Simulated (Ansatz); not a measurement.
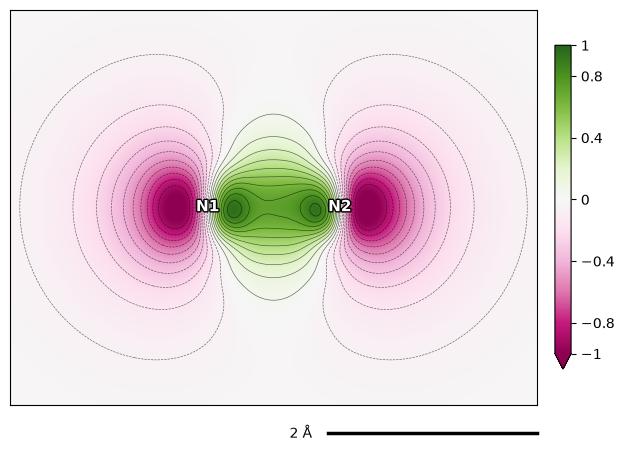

Figure. N₂ (SMILES N#N) (triplet). The HOMO−1 (α) on a plane that holds the molecular axis (values in Å⁻³ᐟ²; the overall sign is arbitrary).

Geometry: PBE0-D3(BJ)/def2-SVP.

These are results of Ansatz 0.2.0, isolated molecule in a Gaussian basis; Kohn-Sham density functional theory, functional PBE0, not measurements.

Input

```
crystal:
  periodic: [false, false, false]
  atoms:
    - symbol: N
      position_ang: [0.000000, 0.000000, -0.632660]
    - symbol: N
      position_ang: [0.000000, 0.000000, 0.632660]
basis:
  gaussian:
    orbitals: def2-TZVPD
magnetization:
  spin_polarized: true
  initial_magnetization: 2
hamiltonian:
  xc: {name: PBE0}
output: {forces: true, orbitals: {seedname: orbitals}}
```

Launched as:

```sh
ansatz run input.yaml --threads 1 --pin off --max-ram 2610MiB --events-out events.jsonl --progress --plain --runs-dir runs
```

> Describe this orbital and give its energy.

By Hirshfeld shares it lies mainly on N1 (about 50 %) and N2 (about 50 %); it is of σ type; it is gerade (even under inversion). Its energy is −12.08 eV.
